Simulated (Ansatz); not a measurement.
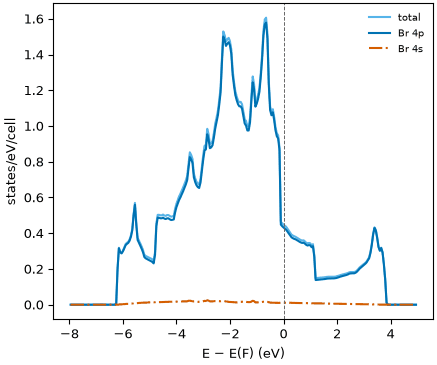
Figure. Total and projected density of states of Br in space group Immm (No. 71; Br on 2a), the program Ansatz at the PBEsol level (PAW)

### Question
Which orbitals carry the states next to the Fermi level?

### Answer
Within 0.5 eV of the Fermi level: Br 4p 98 %. Projections are on Löwdin-orthogonalised atomic valence shells; empty p or d shells of many metals are not among them.

### Question
Where is the tallest occupied peak in this window, and what makes it?

### Answer
Near -0.6 eV, about 1.6 states/eV per cell; the largest projected share is Br 4p.

The workflow started from a Materials Project entry (that database holds measured and hypothetical structures alike); the Crystallography Open Database copy checked does not list it. It is not the usual solid phase (space group No. 64). The PBEsol relaxation kept the symmetry of its start; its stability against distortions is not shown here. The substance is a gas or liquid at ambient conditions. With an odd number of electrons in the cell and no spin polarisation, the count alone makes it a metal. Scalar-relativistic: spin–orbit coupling is off unless named, which matters more the heavier the elements.

Potentials: the later of the program's two PAW sets.
